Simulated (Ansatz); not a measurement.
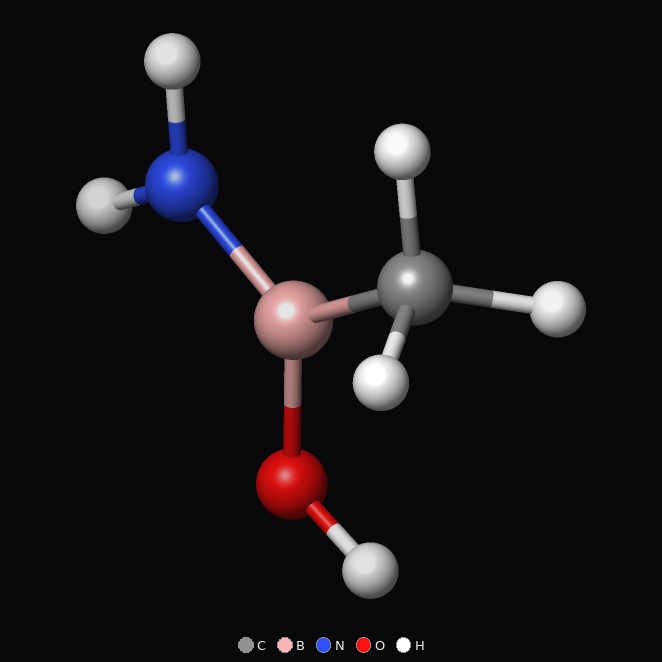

Rendered structure (ball-and-stick style).

The computed structure is the end point of a PBE0-D4/def2-TZVP optimisation.

What does the picture show?

Formula CH6BNO. SMILES: `CB(N)O`. It has no ring. This geometry has Cs symmetry. Coordination: 1 C tetrahedral; 1 B trigonal planar; 1 N trigonal planar; 1 O bent.

More results for the same structure follow; atom numbers are the same in all pictures, views and colours differ.

## Electronic properties

Properties computed with RKS PBE-D4/def2-TZVPP (Ansatz 0.2.0).

Question: What is the dipole moment?

Answer: 0.79 D.

Question: Give the vertical ionisation energy at this level.

Answer: 9.85 eV.

Question: Estimate the LUMO energy (Kohn–Sham orbital).

Answer: −0.02 eV.

Question: What is the dispersion correction?

Answer: −13.4 kJ/mol.

## Thermal motion

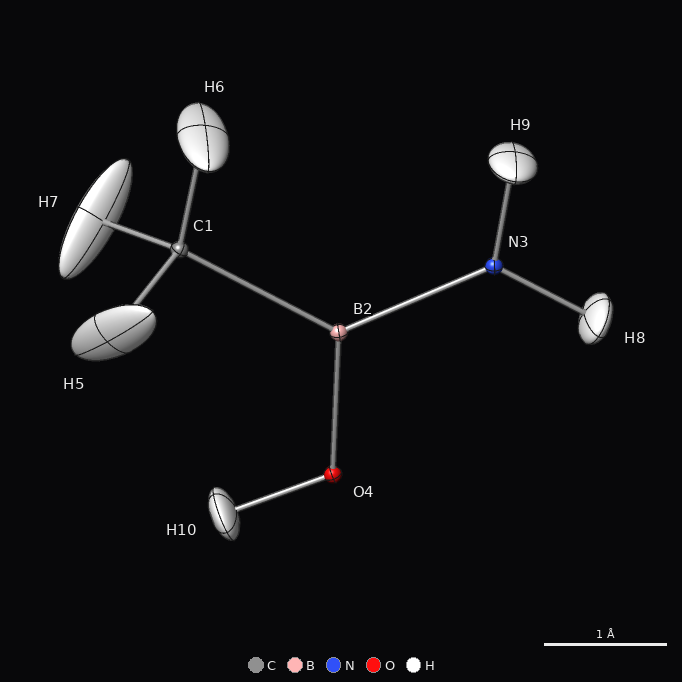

Displacement ellipsoids at the 50 % level, from the internal vibrations of the free molecule (harmonic, no overall translation or rotation; no half-axis is drawn under 0.075 Å). Vibrations computed with RKS PBE0-D4/def2-TZVP (Ansatz 0.2.0). Temperature: 100 K.

Give the displacement parameters, one line for each set of equivalent atoms.

```
  atom  U_eq (Å²)   rms amplitudes (Å)
    C1     0.0010  0.020, 0.034, 0.038
    B2     0.0016  0.034, 0.035, 0.048
    N3     0.0011  0.030, 0.034, 0.036
    O4    0.00095  0.028, 0.031, 0.033
H5, H7     0.0519  0.075, 0.139, 0.361
    H6     0.0453  0.078, 0.140, 0.332
    H8     0.0186  0.073, 0.133, 0.181
    H9     0.0188  0.072, 0.133, 0.183
   H10     0.0191  0.070, 0.136, 0.184
```

## Charges

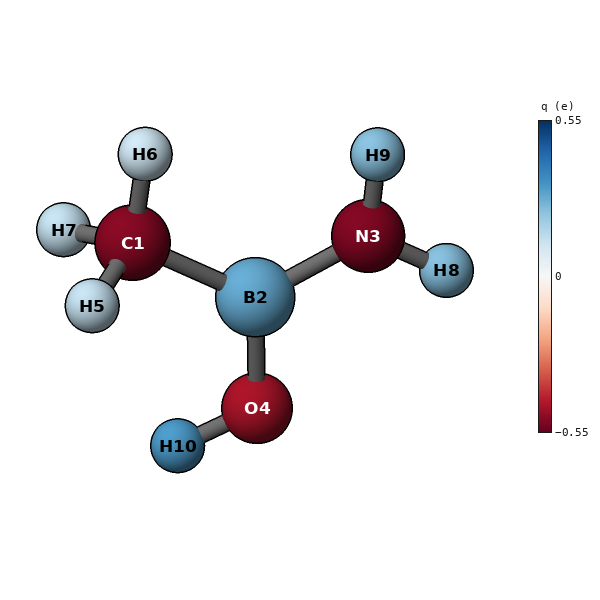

Atoms are coloured by their Mulliken charges. Level of theory: RKS PBE0-D4/def2-TZVP (Ansatz 0.2.0).

List the Mulliken charges.

| atom | value (e) |
| --- | --- |
| C1 | −0.50 |
| B2 | 0.28 |
| N3 | −0.51 |
| O4 | −0.45 |
| H5 | 0.14 |
| H6 | 0.12 |
| H7 | 0.14 |
| H8 | 0.24 |
| H9 | 0.23 |
| H10 | 0.32 |

Mulliken values depend strongly on the basis set and can even reverse the polarity of a bond.
